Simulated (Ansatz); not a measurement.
Electronic density of states of amorphous Hf$_{18}$O$_{39}$Al$_{2}$, density 8.69 g/cm³, on a 2×2×2 Γ-centred mesh with a Gaussian width of 0.1 eV; energies count from the Fermi level, whose place inside the gap is arbitrary. Cell and mesh are small, so fine structure isn't converged. Method: PBE, scalar-relativistic without spin-orbit coupling (plane waves to 420 eV, PAW; Ansatz, a quantum-chemistry and plane-wave program). Sampling: a 2×2×2 Γ-centred mesh; Fermi-Dirac width 0.02 eV; no spin polarisation. At PBE the levels at the filled edge of the gap are localised (band-tail or defect states).

Preparation: random packing, a CHGNet melt and quench, and a DFT relaxation. O atoms were pushed apart under 1.9 Å during the dynamics, to hinder bonds among them. The hot cell started wider than the set density and was brought back towards it in steps. It is the lowest in DFT energy of 2 quenches. It is a model cell: composition and starting density were chosen by hand, and all elements were melted together. No dispersion term was used. Its density started from a set value of 8.56 and ended at 8.69 g/cm³. The quench (nominally 450 K/ps over its main leg) was far faster than any real one, so the model tends to hold more defects than a real film. One small periodic cell is one sample of the glass; other quenches scatter about these values. Volume and shape were free in the relaxation.

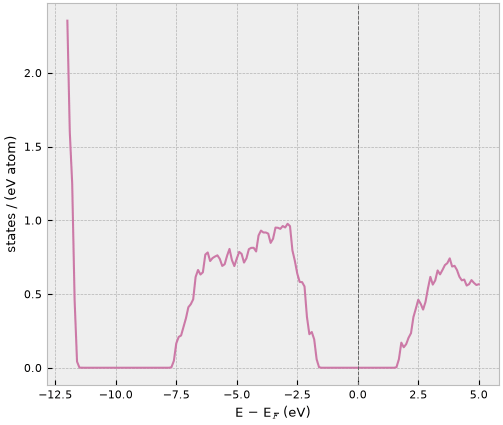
Figure. Density of states per atom

The level gap on this mesh is 3.59 eV; the broadening fills part of it in the curve.
